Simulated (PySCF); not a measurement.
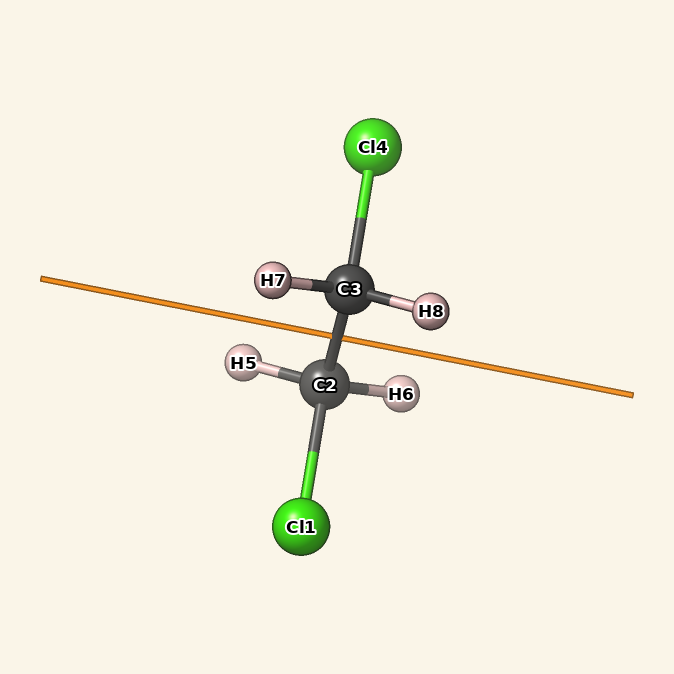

A line through the centre of mass is drawn in. Atoms fade into the background with distance from the viewer. The geometry was computed by an optimisation with PBE0-D3(BJ)/def2-SVP. No frequency run is at hand to confirm it as a minimum.

**Is the line a proper rotation axis of the structure, and of what order?**

Yes, a C2 axis. A turn by 180° leaves no atom in place and moves Cl1 ↔ Cl4; C2 ↔ C3; H5 ↔ H7; H6 ↔ H8. The point group is C2h.
